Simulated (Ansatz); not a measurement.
# Si$_{2}$H$_{9}$O$_{2}$F: geometry relaxation (part 1 of 3)

The run: geometry relaxation of Si$_{2}$H$_{9}$O$_{2}$F. Method and program: RKS PBE0-D4/def2-TZVP (Ansatz 0.2.0).

The geometry is a transition state displaced along its imaginary mode. The reaction was set up to form Si1–F8, H7–O10 and H2–H9 and to break Si1–H2, H7–F8 and H9–O10 (atoms counted from 1 in the order of the input); sticks are drawn by distance alone. Figures and captions count atoms from 1; the log counts them from 0 in places.

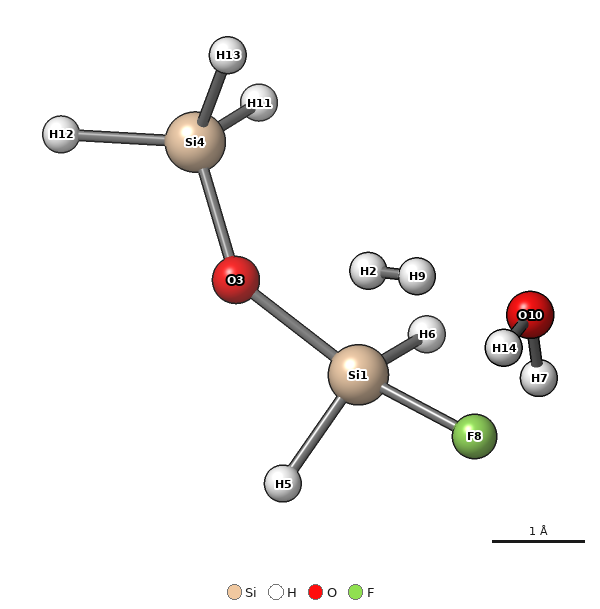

Figure 1. The starting structure (ball-and-stick view, seen at a tilt; atoms are numbered from 1 in the order of the input).

## Input
```yaml
crystal:
  periodic: [false, false, false]
  atoms:
    - {symbol: Si, position_ang: [0.324882, 0.702685, 0.880221]}
    - {symbol: H, position_ang: [0.226170, -0.895787, -0.028630]}
    - {symbol: O, position_ang: [0.350777, 1.221194, -0.754425]}
    - {symbol: Si, position_ang: [-0.554430, 1.407694, -2.105096]}
    - {symbol: H, position_ang: [1.703530, 1.133696, 1.157164]}
    - {symbol: H, position_ang: [-0.982496, 1.319515, 1.193147]}
    - {symbol: H, position_ang: [0.177898, -1.981422, 2.014320]}
    - {symbol: F, position_ang: [0.273064, -0.178536, 2.167419]}
    - {symbol: H, position_ang: [0.101084, -1.391733, 0.339718]}
    - {symbol: O, position_ang: [0.055604, -2.595418, 1.390236]}
    - {symbol: H, position_ang: [-1.844046, 2.087440, -1.813477]}
    - {symbol: H, position_ang: [0.169189, 2.201048, -3.136053]}
    - {symbol: H, position_ang: [-0.853424, 0.065396, -2.671394]}
    - {symbol: H, position_ang: [0.852098, -3.095771, 1.366849]}
basis:
  gaussian: {orbitals: def2-TZVP}
hamiltonian: {xc: pbe0, dispersion: d4}
relax: {f_tol: 0.005, max_steps: 200}
```

Command:
```bash
ansatz run in.yaml --threads 8 --pin off --events-out ev --progress --plain --max-ram 19148MiB
```

## Output
```
Functional definition: PBE0
  name "PBE0"
  cite "Adamo & Barone, J. Chem. Phys. 110, 6158 (1999) doi:10.1063/1.478522"
  cite "Perdew, Burke & Ernzerhof, Phys. Rev. Lett. 77, 3865 (1996) doi:10.1103/PhysRevLett.77.3865"
  parent pbe
  parameter a = 0.25
  parameter kappa = 0.804
  parameter beta = 0.06672455060314922
  exchange = (1 - a)*pbe_x(kappa = kappa, mu = beta*pi^2/3) + a*exact_x
  correlation = pbe_c(beta = beta)
1390 factors; their error is unknown
mean field evaluation 1: about -22694.3883 eV, gradient 7.6e1 eV
mean field evaluation 2: about -22678.2560 eV, gradient 1.2e2 eV
mean field evaluation 4: about -22703.0020 eV, gradient 7.2e0 eV
mean field evaluation 8: about -22703.0751 eV, gradient 6.6e-2 eV
mean field evaluation 16: about -22703.1564 eV, gradient 5.5e-5 eV
mean field -22703.15635274 eV, -834.3256072113 hartree, gradient 5.5e-5 eV, S^2 0.000000; 0 other end points of the search recorded, 0 dependent functions left out
the calculation of the forces begins
reference -22703.15638985 eV, -834.3256085748 hartree; 31, 31 occupied and 190, 190 virtual orbitals, 1390 factors
relax step   1: F+E_penalty+E_count = -22703.37443461 eV  Δ(F+E_penalty+E_count) = +0.000e0 eV  max|allowed force component| = 5.935e0 eV/Å  Δτ_max = 0.0000 Å  (27 SCF iters, accepted)
these checks for a lower state are left out or cut short: starts, cluster_reference, orbital_swaps, neighbouring_geometries, increment
1390 factors; their error is unknown
mean field -22704.29127592 eV, -834.3673148686 hartree, gradient 1.7e-5 eV, S^2 0.000000; 0 other end points of the search recorded, 0 dependent functions left out
the calculation of the forces begins
reference -22704.29131373 eV, -834.3673162581 hartree; 31, 31 occupied and 190, 190 virtual orbitals, 1390 factors
relax step   2: F+E_penalty+E_count = -22704.50662806 eV  Δ(F+E_penalty+E_count) = -1.132e0 eV  max|allowed force component| = 2.388e0 eV/Å  Δτ_max = 0.1948 Å  (30 SCF iters, accepted)
[... from here on the SCF iterations and repeated set-up lines of each step are left out, up to the last step ...]
relax step   3: F+E_penalty+E_count = -22704.86732737 eV  Δ(F+E_penalty+E_count) = -3.607e-1 eV  max|allowed force component| = 1.084e0 eV/Å  Δτ_max = 0.2000 Å  (36 SCF iters, accepted)
relax step   4: F+E_penalty+E_count = -22705.18564584 eV  Δ(F+E_penalty+E_count) = -3.183e-1 eV  max|allowed force component| = 1.117e0 eV/Å  Δτ_max = 0.1934 Å  (30 SCF iters, accepted)
relax step   5: F+E_penalty+E_count = -22705.43178674 eV  Δ(F+E_penalty+E_count) = -2.461e-1 eV  max|allowed force component| = 1.873e0 eV/Å  Δτ_max = 0.1950 Å  (29 SCF iters, accepted)
relax step   6: F+E_penalty+E_count = -22705.72487751 eV  Δ(F+E_penalty+E_count) = -2.931e-1 eV  max|allowed force component| = 1.297e0 eV/Å  Δτ_max = 0.2000 Å  (30 SCF iters, accepted)
relax step   7: F+E_penalty+E_count = -22705.98176117 eV  Δ(F+E_penalty+E_count) = -2.569e-1 eV  max|allowed force component| = 9.735e-1 eV/Å  Δτ_max = 0.1905 Å  (28 SCF iters, accepted)
relax step   8: F+E_penalty+E_count = -22706.06004819 eV  Δ(F+E_penalty+E_count) = -7.829e-2 eV  max|allowed force component| = 9.052e-1 eV/Å  Δτ_max = 0.1927 Å  (29 SCF iters, accepted)
relax step   9: F+E_penalty+E_count = -22706.09459816 eV  Δ(F+E_penalty+E_count) = -3.455e-2 eV  max|allowed force component| = 4.377e-1 eV/Å  Δτ_max = 0.2000 Å  (31 SCF iters, accepted)
relax step  10: F+E_penalty+E_count = -22706.10888947 eV  Δ(F+E_penalty+E_count) = -1.429e-2 eV  max|allowed force component| = 1.415e-1 eV/Å  Δτ_max = 0.1038 Å  (30 SCF iters, accepted)
relax step  11: F+E_penalty+E_count = -22706.11837365 eV  Δ(F+E_penalty+E_count) = -9.484e-3 eV  max|allowed force component| = 6.795e-2 eV/Å  Δτ_max = 0.2000 Å  (30 SCF iters, accepted)
relax step  12: F+E_penalty+E_count = -22706.12203526 eV  Δ(F+E_penalty+E_count) = -3.662e-3 eV  max|allowed force component| = 4.790e-2 eV/Å  Δτ_max = 0.1951 Å  (31 SCF iters, accepted)
relax step  13: F+E_penalty+E_count = -22706.12001869 eV  Δ(F+E_penalty+E_count) = +2.017e-3 eV  max|allowed force component| = 5.268e-1 eV/Å  Δτ_max = 0.0891 Å  (29 SCF iters, rejected (line search))
relax step  14: F+E_penalty+E_count = -22706.12335195 eV  Δ(F+E_penalty+E_count) = -1.317e-3 eV  max|allowed force component| = 3.084e-2 eV/Å  Δτ_max = 0.0446 Å  (30 SCF iters, accepted)
relax step  15: F+E_penalty+E_count = -22706.12044914 eV  Δ(F+E_penalty+E_count) = +2.903e-3 eV  max|allowed force component| = 6.295e-1 eV/Å  Δτ_max = 0.0978 Å  (29 SCF iters, rejected (line search))
relax step  16: F+E_penalty+E_count = -22706.12404174 eV  Δ(F+E_penalty+E_count) = -6.898e-4 eV  max|allowed force component| = 1.724e-2 eV/Å  Δτ_max = 0.0286 Å  (31 SCF iters, accepted)
relax step  17: F+E_penalty+E_count = -22706.12471849 eV  Δ(F+E_penalty+E_count) = -6.768e-4 eV  max|allowed force component| = 8.805e-2 eV/Å  Δτ_max = 0.0485 Å  (30 SCF iters, accepted)
relax step  18: F+E_penalty+E_count = -22706.12478806 eV  Δ(F+E_penalty+E_count) = -6.958e-5 eV  max|allowed force component| = 3.193e-1 eV/Å  Δτ_max = 0.0732 Å  (30 SCF iters, accepted)
relax step  19: F+E_penalty+E_count = -22706.12622699 eV  Δ(F+E_penalty+E_count) = -1.439e-3 eV  max|allowed force component| = 7.441e-2 eV/Å  Δτ_max = 0.0283 Å  (31 SCF iters, accepted)
relax step  20: F+E_penalty+E_count = -22706.12705612 eV  Δ(F+E_penalty+E_count) = -8.291e-4 eV  max|allowed force component| = 3.993e-2 eV/Å  Δτ_max = 0.0618 Å  (31 SCF iters, accepted)
relax step  21: F+E_penalty+E_count = -22706.12848196 eV  Δ(F+E_penalty+E_count) = -1.426e-3 eV  max|allowed force component| = 7.925e-2 eV/Å  Δτ_max = 0.0960 Å  (30 SCF iters, accepted)
relax step  22: F+E_penalty+E_count = -22706.12347963 eV  Δ(F+E_penalty+E_count) = +5.002e-3 eV  max|allowed force component| = 6.730e-1 eV/Å  Δτ_max = 0.1983 Å  (28 SCF iters, rejected (line search))
relax step  23: F+E_penalty+E_count = -22706.12887056 eV  Δ(F+E_penalty+E_count) = -3.886e-4 eV  max|allowed force component| = 2.212e-2 eV/Å  Δτ_max = 0.0350 Å  (31 SCF iters, accepted)
relax step  24: F+E_penalty+E_count = -22706.13028263 eV  Δ(F+E_penalty+E_count) = -1.412e-3 eV  max|allowed force component| = 1.360e-1 eV/Å  Δτ_max = 0.0979 Å  (30 SCF iters, accepted)
relax step  25: F+E_penalty+E_count = -22706.13098372 eV  Δ(F+E_penalty+E_count) = -7.011e-4 eV  max|allowed force component| = 2.894e-1 eV/Å  Δτ_max = 0.1115 Å  (30 SCF iters, accepted)
relax step  26: F+E_penalty+E_count = -22706.13191416 eV  Δ(F+E_penalty+E_count) = -9.304e-4 eV  max|allowed force component| = 1.824e-1 eV/Å  Δτ_max = 0.0332 Å  (30 SCF iters, accepted)
relax step  27: F+E_penalty+E_count = -22706.13361533 eV  Δ(F+E_penalty+E_count) = -1.701e-3 eV  max|allowed force component| = 2.100e-2 eV/Å  Δτ_max = 0.0363 Å  (31 SCF iters, accepted)
relax step  28: F+E_penalty+E_count = -22706.13492668 eV  Δ(F+E_penalty+E_count) = -1.311e-3 eV  max|allowed force component| = 4.411e-2 eV/Å  Δτ_max = 0.0698 Å  (31 SCF iters, accepted)
relax step  29: F+E_penalty+E_count = -22706.13651747 eV  Δ(F+E_penalty+E_count) = -1.591e-3 eV  max|allowed force component| = 2.747e-1 eV/Å  Δτ_max = 0.1973 Å  (30 SCF iters, accepted)
relax step  30: F+E_penalty+E_count = -22706.13848770 eV  Δ(F+E_penalty+E_count) = -1.970e-3 eV  max|allowed force component| = 1.419e-1 eV/Å  Δτ_max = 0.0184 Å  (31 SCF iters, accepted)
relax step  31: F+E_penalty+E_count = -22706.14116479 eV  Δ(F+E_penalty+E_count) = -2.677e-3 eV  max|allowed force component| = 1.973e-2 eV/Å  Δτ_max = 0.0620 Å  (30 SCF iters, accepted)
relax step  32: F+E_penalty+E_count = -22706.13198717 eV  Δ(F+E_penalty+E_count) = +9.178e-3 eV  max|allowed force component| = 9.373e-1 eV/Å  Δτ_max = 0.1991 Å  (29 SCF iters, rejected (line search))
relax step  33: F+E_penalty+E_count = -22706.14128966 eV  Δ(F+E_penalty+E_count) = -1.249e-4 eV  max|allowed force component| = 1.380e-2 eV/Å  Δτ_max = 0.0120 Å  (32 SCF iters, accepted)
relax step  34: F+E_penalty+E_count = -22706.14311284 eV  Δ(F+E_penalty+E_count) = -1.823e-3 eV  max|allowed force component| = 2.188e-1 eV/Å  Δτ_max = 0.0978 Å  (30 SCF iters, accepted)
relax step  35: F+E_penalty+E_count = -22706.14530486 eV  Δ(F+E_penalty+E_count) = -2.192e-3 eV  max|allowed force component| = 2.368e-1 eV/Å  Δτ_max = 0.0912 Å  (30 SCF iters, accepted)
relax step  36: F+E_penalty+E_count = -22706.14773119 eV  Δ(F+E_penalty+E_count) = -2.426e-3 eV  max|allowed force component| = 2.645e-1 eV/Å  Δτ_max = 0.1667 Å  (30 SCF iters, accepted)
relax step  37: F+E_penalty+E_count = -22706.14863756 eV  Δ(F+E_penalty+E_count) = -9.064e-4 eV  max|allowed force component| = 4.069e-1 eV/Å  Δτ_max = 0.0689 Å  (30 SCF iters, accepted)
relax step  38: F+E_penalty+E_count = -22706.13265162 eV  Δ(F+E_penalty+E_count) = +1.599e-2 eV  max|allowed force component| = 7.097e-1 eV/Å  Δτ_max = 0.1540 Å  (29 SCF iters, rejected (line search))
relax step  39: F+E_penalty+E_count = -22706.15529023 eV  Δ(F+E_penalty+E_count) = -6.653e-3 eV  max|allowed force component| = 2.126e-2 eV/Å  Δτ_max = 0.0770 Å  (30 SCF iters, accepted)
relax step  40: F+E_penalty+E_count = -22706.15797845 eV  Δ(F+E_penalty+E_count) = -2.688e-3 eV  max|allowed force component| = 7.161e-2 eV/Å  Δτ_max = 0.0976 Å  (30 SCF iters, accepted)
relax step  41: F+E_penalty+E_count = -22706.16027693 eV  Δ(F+E_penalty+E_count) = -2.298e-3 eV  max|allowed force component| = 1.764e-1 eV/Å  Δτ_max = 0.1467 Å  (29 SCF iters, accepted)
relax step  42: F+E_penalty+E_count = -22706.16126973 eV  Δ(F+E_penalty+E_count) = -9.928e-4 eV  max|allowed force component| = 2.393e-1 eV/Å  Δτ_max = 0.0508 Å  (30 SCF iters, accepted)
relax step  43: F+E_penalty+E_count = -22706.16329553 eV  Δ(F+E_penalty+E_count) = -2.026e-3 eV  max|allowed force component| = 7.427e-2 eV/Å  Δτ_max = 0.0581 Å  (30 SCF iters, accepted)
relax step  44: F+E_penalty+E_count = -22706.16504306 eV  Δ(F+E_penalty+E_count) = -1.748e-3 eV  max|allowed force component| = 4.083e-2 eV/Å  Δτ_max = 0.0859 Å  (30 SCF iters, accepted)
relax step  45: F+E_penalty+E_count = -22706.16592431 eV  Δ(F+E_penalty+E_count) = -8.812e-4 eV  max|allowed force component| = 1.889e-1 eV/Å  Δτ_max = 0.1684 Å  (30 SCF iters, accepted)
relax step  46: F+E_penalty+E_count = -22706.16683799 eV  Δ(F+E_penalty+E_count) = -9.137e-4 eV  max|allowed force component| = 4.904e-2 eV/Å  Δτ_max = 0.0274 Å  (30 SCF iters, accepted)
relax step  47: F+E_penalty+E_count = -22706.16712842 eV  Δ(F+E_penalty+E_count) = -2.904e-4 eV  max|allowed force component| = 4.186e-2 eV/Å  Δτ_max = 0.0402 Å  (30 SCF iters, accepted)
relax step  48: F+E_penalty+E_count = -22706.16782811 eV  Δ(F+E_penalty+E_count) = -6.997e-4 eV  max|allowed force component| = 4.490e-2 eV/Å  Δτ_max = 0.0509 Å  (30 SCF iters, accepted)
relax step  49: F+E_penalty+E_count = -22706.16814347 eV  Δ(F+E_penalty+E_count) = -3.154e-4 eV  max|allowed force component| = 5.739e-2 eV/Å  Δτ_max = 0.0644 Å  (30 SCF iters, accepted)
relax step  50: F+E_penalty+E_count = -22706.16836951 eV  Δ(F+E_penalty+E_count) = -2.260e-4 eV  max|allowed force component| = 2.369e-2 eV/Å  Δτ_max = 0.0252 Å  (31 SCF iters, accepted)
relax step  51: F+E_penalty+E_count = -22706.16857020 eV  Δ(F+E_penalty+E_count) = -2.007e-4 eV  max|allowed force component| = 2.224e-2 eV/Å  Δτ_max = 0.0165 Å  (31 SCF iters, accepted)
relax step  52: F+E_penalty+E_count = -22706.16869281 eV  Δ(F+E_penalty+E_count) = -1.226e-4 eV  max|allowed force component| = 1.316e-2 eV/Å  Δτ_max = 0.0249 Å  (31 SCF iters, accepted)
relax step  53: F+E_penalty+E_count = -22706.16880642 eV  Δ(F+E_penalty+E_count) = -1.136e-4 eV  max|allowed force component| = 3.599e-2 eV/Å  Δτ_max = 0.0499 Å  (30 SCF iters, accepted)
relax step  54: F+E_penalty+E_count = -22706.16886210 eV  Δ(F+E_penalty+E_count) = -5.568e-5 eV  max|allowed force component| = 2.431e-2 eV/Å  Δτ_max = 0.0181 Å  (31 SCF iters, accepted)
relax step  55: F+E_penalty+E_count = -22706.16899188 eV  Δ(F+E_penalty+E_count) = -1.298e-4 eV  max|allowed force component| = 1.806e-2 eV/Å  Δτ_max = 0.0398 Å  (30 SCF iters, accepted)
relax step  56: F+E_penalty+E_count = -22706.16910116 eV  Δ(F+E_penalty+E_count) = -1.093e-4 eV  max|allowed force component| = 6.620e-2 eV/Å  Δτ_max = 0.1446 Å  (29 SCF iters, accepted)
relax step  57: F+E_penalty+E_count = -22706.16937178 eV  Δ(F+E_penalty+E_count) = -2.706e-4 eV  max|allowed force component| = 3.918e-2 eV/Å  Δτ_max = 0.0263 Å  (31 SCF iters, accepted)
relax step  58: F+E_penalty+E_count = -22706.16966830 eV  Δ(F+E_penalty+E_count) = -2.965e-4 eV  max|allowed force component| = 4.733e-2 eV/Å  Δτ_max = 0.0339 Å  (31 SCF iters, accepted)
relax step  59: F+E_penalty+E_count = -22706.17010031 eV  Δ(F+E_penalty+E_count) = -4.320e-4 eV  max|allowed force component| = 2.516e-1 eV/Å  Δτ_max = 0.1912 Å  (28 SCF iters, accepted)
relax step  60: F+E_penalty+E_count = -22706.17130392 eV  Δ(F+E_penalty+E_count) = -1.204e-3 eV  max|allowed force component| = 1.366e-1 eV/Å  Δτ_max = 0.0149 Å  (31 SCF iters, accepted)
relax step  61: F+E_penalty+E_count = -22706.17365427 eV  Δ(F+E_penalty+E_count) = -2.350e-3 eV  max|allowed force component| = 6.640e-2 eV/Å  Δτ_max = 0.1466 Å  (30 SCF iters, accepted)
relax step  62: F+E_penalty+E_count = -22706.17268727 eV  Δ(F+E_penalty+E_count) = +9.670e-4 eV  max|allowed force component| = 2.060e-1 eV/Å  Δτ_max = 0.1953 Å  (27 SCF iters, rejected (line search))
relax step  63: F+E_penalty+E_count = -22706.17655769 eV  Δ(F+E_penalty+E_count) = -2.903e-3 eV  max|allowed force component| = 1.637e-1 eV/Å  Δτ_max = 0.0948 Å  (29 SCF iters, accepted)
relax step  64: F+E_penalty+E_count = -22706.17968370 eV  Δ(F+E_penalty+E_count) = -3.126e-3 eV  max|allowed force component| = 1.156e-1 eV/Å  Δτ_max = 0.0967 Å  (30 SCF iters, accepted)
relax step  65: F+E_penalty+E_count = -22706.18318579 eV  Δ(F+E_penalty+E_count) = -3.502e-3 eV  max|allowed force component| = 1.345e-1 eV/Å  Δτ_max = 0.1481 Å  (28 SCF iters, accepted)
relax step  66: F+E_penalty+E_count = -22706.18249336 eV  Δ(F+E_penalty+E_count) = +6.924e-4 eV  max|allowed force component| = 4.594e-1 eV/Å  Δτ_max = 0.1354 Å  (30 SCF iters, rejected (line search))
relax step  67: F+E_penalty+E_count = -22706.18764509 eV  Δ(F+E_penalty+E_count) = -4.459e-3 eV  max|allowed force component| = 8.279e-2 eV/Å  Δτ_max = 0.0677 Å  (30 SCF iters, accepted)
relax step  68: F+E_penalty+E_count = -22706.19264236 eV  Δ(F+E_penalty+E_count) = -4.997e-3 eV  max|allowed force component| = 7.103e-2 eV/Å  Δτ_max = 0.0983 Å  (30 SCF iters, accepted)
```
